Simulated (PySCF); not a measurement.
# C$_{4}$H$_{12}$AlClS: what the fields show

```xyz
19

C     1.8935    0.5092    0.8638
Al    0.8379   -0.6956   -0.5051
C     1.2528   -2.6440   -0.7806
Cl    2.3375   -1.7358   -1.9943
S    -1.1131   -0.6349    0.9732
C    -2.1894   -1.6717   -0.1782
C    -1.8061    0.8400    0.3163
H     2.9877    0.5864    1.1536
H     1.4406    0.2758    1.8263
H     1.5880    1.5723    0.5124
H    -0.0281    0.0140   -1.4860
H     1.9559   -3.0105    0.0932
H     0.9744   -3.5420   -1.3074
H    -2.0319   -2.6870    0.1236
H    -1.9708   -1.2738   -1.2082
H    -3.2173   -1.4349    0.1592
H    -1.6303    1.1443   -0.6951
H    -1.4113    1.4881    1.0260
H    -2.9146    1.0027    0.4021
```

Geometry: GFN2-xTB, MD frame at 250 fs, 600 K.

Level of theory: PBE0/pcSseg-1, SCF density, gas phase, non-relativistic (PySCF 2.14.0).

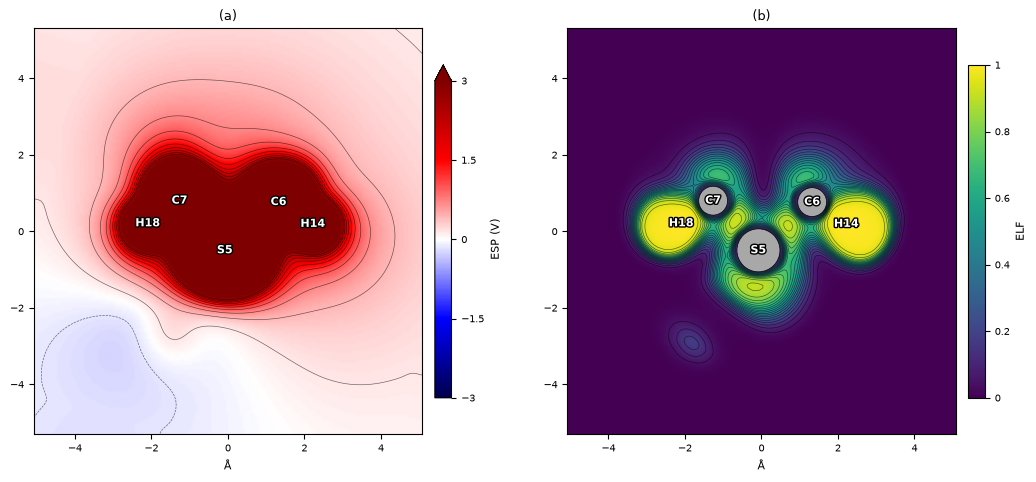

Figure 1. (a) molecular electrostatic potential; (b) electron localisation function on the plane of atoms C6, S5 and C7. Grey discs cover the atomic cores in the ELF map.

**Read the bonding off the picture.**

Atoms in the plane: S, C and H. C–S (1.76 Å): the ELF peaks at about 0.90 between the atoms: a covalent bond. C–H (1.04 Å): the ELF climbs to about 1 towards the hydrogen, as it does in any bond to H (an ordinary covalent bond to hydrogen). C–S (1.89 Å): the ELF peaks at about 0.90 between the atoms (localised, covalent bonding). The ELF also peaks beside S5, away from the bonds: lone-pair regions. The potential has no marked negative region in this plane.

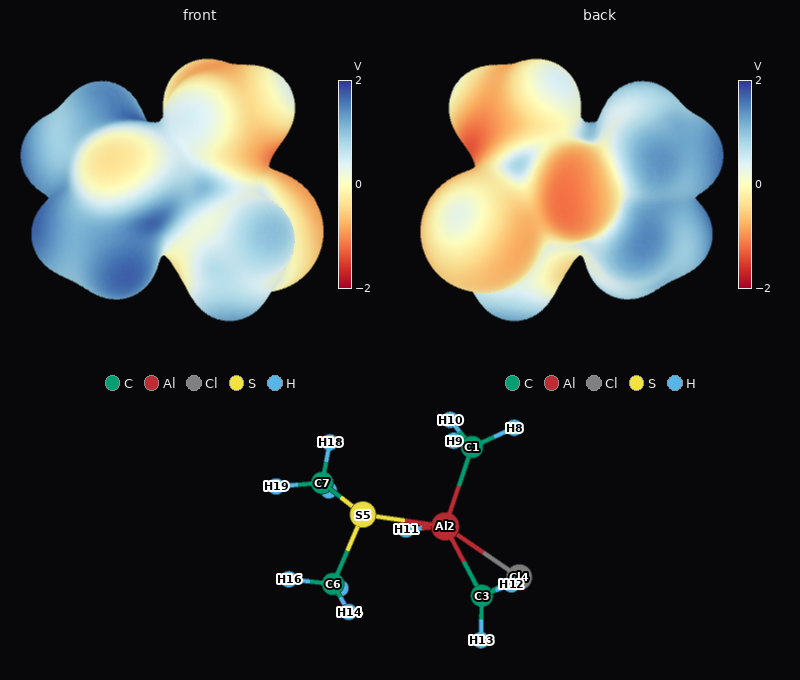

Figure 2. The molecular electrostatic potential painted on the density surface at 0.004 e/bohr³, seen from the front and from behind; the colour scale runs from red (negative) to blue (positive). The bare structure is drawn below in the same view.

**Describe the electrostatic potential map.**

The most negative region (about −1.2 V) lies over C1 and H11, the most positive (about +1.7 V) over S5, H14 and H16.
